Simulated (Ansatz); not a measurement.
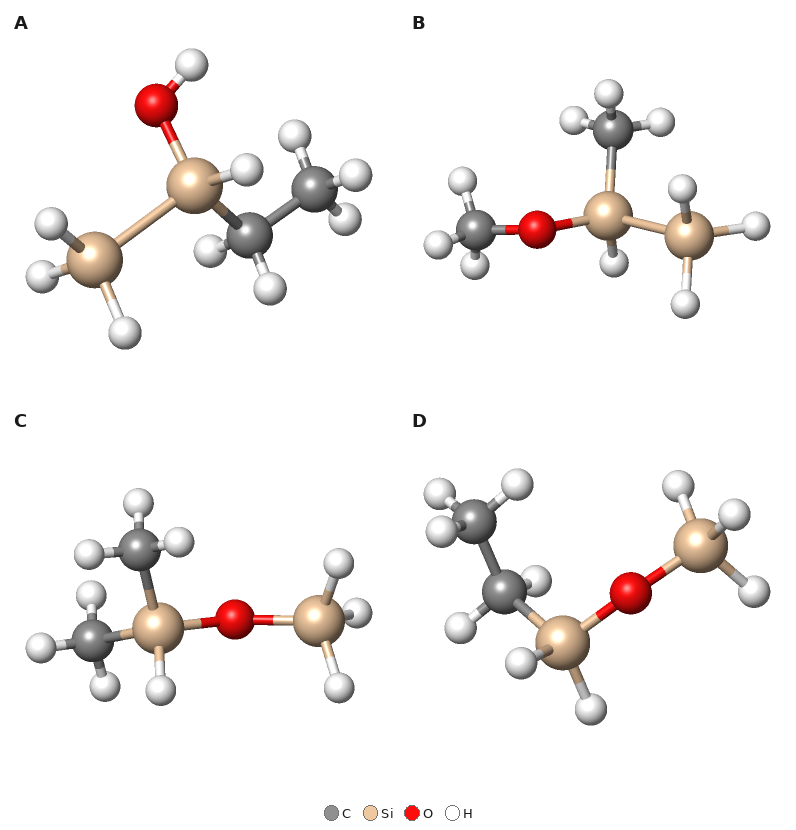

Source: calculation with Ansatz.

Which panel belongs to which SMILES?
(1) CC[SiH2]O[SiH3]
(2) CO[Si@@H](C)[SiH3]
(3) CC[Si@@H](O)[SiH3]
(4) C[SiH](C)O[SiH3]

A is (3), B is (2), C is (4), D is (1).
